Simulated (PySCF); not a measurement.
# [Lu(H2O)3]3+: other functionals and bases at one geometry

How far do other levels of theory move the description of [Lu(H2O)3]3+, and what does each cost? The structure is generated, not taken from experiment.

Method: several levels, as the steps say, no spin–orbit coupling; program: PySCF 2.14.0.

1 further run of the same task is left out (for a known fault of the program).

## Step 1: The system as given

10 atoms, charge 3, spin multiplicity 1.

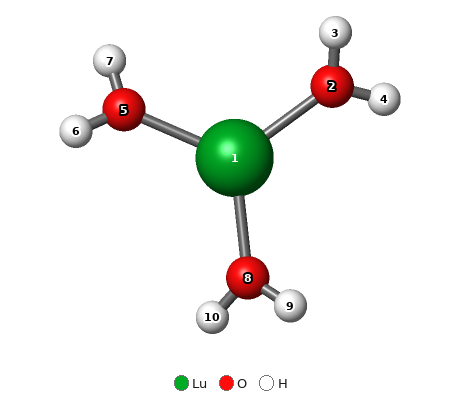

The structure; lutetium green, oxygen red, hydrogen white; atoms are numbered from 1 in the order of the file.

Coordinates:

```xyz
10
charge 3, multiplicity 1
Lu    0.0000    0.0000    0.0000
O     2.1871    0.0000    0.0000
H     2.8040    0.7227    0.2766
H     2.8040   -0.7227   -0.2766
O    -1.0936    1.8941    0.0000
H    -2.0278    2.0670    0.2766
H    -0.7761    2.7897   -0.2766
O    -1.0936   -1.8941    0.0000
H    -0.7762   -2.7897    0.2766
H    -2.0279   -2.0670   -0.2766
```

Formal oxidation states: Lu +3. Each metal's 14 4f electrons lie in its core potential, so multiplicities, spins and levels count the valence alone. An earlier session relaxed this geometry at PBE0, Lu lcecp-1-SVP with ECP60, O def2-SVP, H def2-SVP (singlet, point group D3).

At PBE0 on the finer grid: E = -267.762655 Eh, HOMO -25.68 eV, LUMO -17.36 eV, Mulliken charge on Lu1 +1.90 e, largest force component 0.007 eV/Å. 

Levels to run: TPSS; revPBE; PBE0, TZVP. Hardware: 2 threads of AMD EPYC 7R43 (Zen 3), shared host.

## Step 2: TPSS

Contents of run.py (the lines that set the calculation):

```python
mol = gto.M(atom='''
Lu     0.00000     0.00000     0.00000
O      2.18712    -0.00001     0.00000
H      2.80400     0.72266     0.27663
H      2.80400    -0.72269    -0.27663
O     -1.09355     1.89411     0.00000
H     -2.02784     2.06701     0.27663
H     -0.77613     2.78968    -0.27663
O     -1.09357    -1.89409     0.00000
H     -0.77616    -2.78967     0.27663
H     -2.02787    -2.06698    -0.27663''',
    basis={'Lu': 'lcecp-1-SVP', 'O': 'def2-SVP', 'H': 'def2-SVP'},
    ecp={'Lu': 'lcecp-1-SVP'},
    charge=3, spin=0)
mf = dft.RKS(mol, xc='TPSS')
mf.grids.atom_grid = (75, 302)  # f atoms: unpruned, at least (60, 302)
mf = mf.density_fit()  # fitting sets: Lu AutoAux, O def2-universal-JKFIT, H def2-universal-JKFIT
mf.conv_tol = 1e-08; mf.max_cycle = 55
mf.kernel(dm0)  # dm0: the density of the relaxed state
```

Run with:

```
$ OMP_NUM_THREADS=2 python run.py
```

## Step 3: revPBE

run.py (the lines that set the calculation): that of step 2 with these lines changed.

```diff
@@ -14,3 +14,3 @@
     charge=3, spin=0)
-mf = dft.RKS(mol, xc='TPSS')
+mf = dft.RKS(mol, xc='PBE_R,PBE')
 mf.grids.atom_grid = (75, 302)  # f atoms: unpruned, at least (60, 302)
```

## Step 4: PBE0, TZVP

Basis: Lu lcecp-1-TZVP with ECP60, O def2-TZVP, H def2-TZVP. 

run.py (the lines that set the calculation): that of step 3 with these lines changed.

```diff
@@ -11,6 +11,6 @@
 H     -2.02787    -2.06698    -0.27663''',
-    basis={'Lu': 'lcecp-1-SVP', 'O': 'def2-SVP', 'H': 'def2-SVP'},
-    ecp={'Lu': 'lcecp-1-SVP'},
+    basis={'Lu': 'lcecp-1-TZVP', 'O': 'def2-TZVP', 'H': 'def2-TZVP'},
+    ecp={'Lu': 'lcecp-1-TZVP'},
     charge=3, spin=0)
-mf = dft.RKS(mol, xc='PBE_R,PBE')
+mf = dft.RKS(mol, xc='PBE0')
 mf.grids.atom_grid = (75, 302)  # f atoms: unpruned, at least (60, 302)
@@ -18,2 +18,2 @@
 mf.conv_tol = 1e-08; mf.max_cycle = 55
-mf.kernel(dm0)  # dm0: the density of the relaxed state
+mf.kernel(dm0)  # dm0: free metal ions and neutral atoms
```

**Question.** What will these runs give? Wanted: for each run, HOMO; gap; charge on Lu1; dipole; largest force.

**Answer**, as computed:

| level | state | HOMO (eV) | gap (eV) | charge on Lu1 (e) | dipole (D) | largest force (eV/Å) | basis functions | time |
| --- | --- | --- | --- | --- | --- | --- | --- | --- |
| PBE0 (relaxed here) | singlet | -25.68 | 8.32 | 1.90 | 0.00 | 0.01 | 105 | 16 s |
| TPSS | singlet | -23.91 | 5.91 | 1.82 | 0.00 | 0.41 | 105 | 10 s |
| revPBE | singlet | -23.77 | 5.56 | 1.78 | 0.00 | 0.43 | 105 | 6.9 s |
| PBE0, TZVP | singlet | -25.67 | 8.36 | 2.15 | 0.00 | 0.32 | 176 | 15 s |

Times are on 2 threads of AMD EPYC 7R43 (Zen 3), shared host; the first row also made further properties. The dipole of a charged species depends on the origin, so these sizes hold for this origin alone.

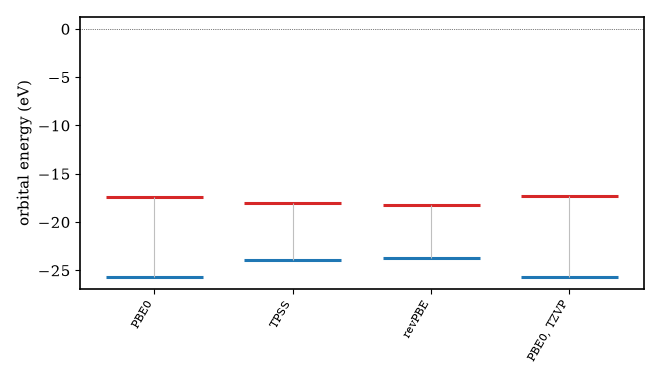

Highest filled and lowest empty level, method by method.

In one basis the HOMO–LUMO gap runs from 5.56 eV (revPBE) to 8.32 eV (PBE0). The largest leftover force, 0.43 eV/Å with revPBE, stands at a geometry relaxed at another level. The Mulliken charge on Lu spans +1.78 to +2.15 e over the levels. With 4f in the core, its levels are missing from HOMO and gap. Total energies of different levels can't be compared. Spin–orbit coupling is left out throughout.
